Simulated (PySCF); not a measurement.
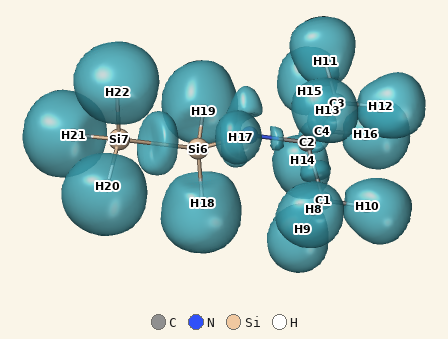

Figure. C4H15NSi2 (SMILES CC(C)(C)N[SiH2][SiH3]). Isosurface of the electron localisation function at 0.85 (cyan), seen from one side. Only the valence region is drawn (cores and ρ < 0.01 e/Å³ removed).

Geometry: GFN2-xTB.

Theory: PBE0/pcSseg-1, SCF density, gas phase, non-relativistic in PySCF.

| atom | x (Å) | y (Å) | z (Å) |
| --- | --- | --- | --- |
| C | -1.2049 | -0.0155 | -1.7473 |
| C | -1.0693 | 0.1281 | -0.2249 |
| C | -1.8726 | 1.3451 | 0.2512 |
| C | -1.5997 | -1.1298 | 0.4552 |
| N | 0.3220 | 0.3357 | 0.1357 |
| Si | 1.5337 | -0.8476 | 0.4200 |
| Si | 3.5208 | 0.2918 | 0.5870 |
| H | -0.8274 | 0.8745 | -2.2473 |
| H | -0.6290 | -0.8721 | -2.0889 |
| H | -2.2456 | -0.1566 | -2.0287 |
| H | -1.7678 | 1.4608 | 1.3272 |
| H | -2.9266 | 1.2253 | 0.0139 |
| H | -1.5121 | 2.2530 | -0.2295 |
| H | -1.0660 | -2.0062 | 0.0995 |
| H | -1.4682 | -1.0572 | 1.5310 |
| H | -2.6574 | -1.2531 | 0.2370 |
| H | 0.6333 | 1.2383 | -0.1925 |
| H | 1.5887 | -1.8919 | -0.6286 |
| H | 1.1631 | -1.5782 | 1.6437 |
| H | 4.0683 | 0.7118 | -0.7085 |
| H | 4.5470 | -0.5526 | 1.2000 |
| H | 3.4592 | 1.5157 | 1.3925 |

> What do the ELF domains correspond to?

The ELF exceeds this value in three regions between bonded C–C atoms (shared pairs), one region between bonded C–N atoms (shared pairs), one region between bonded Si–Si atoms (shared pairs), 15 regions around hydrogen nuclei and one region on N in which the atom's valence shell and bonds are merged. Along the contacts the grid gives the following. C–N (1.45 Å): the ELF peaks at about 0.95 between the atoms; a shared electron pair. C–C (1.53 Å): the ELF peaks at about 0.95 between the atoms (localised, covalent bonding).
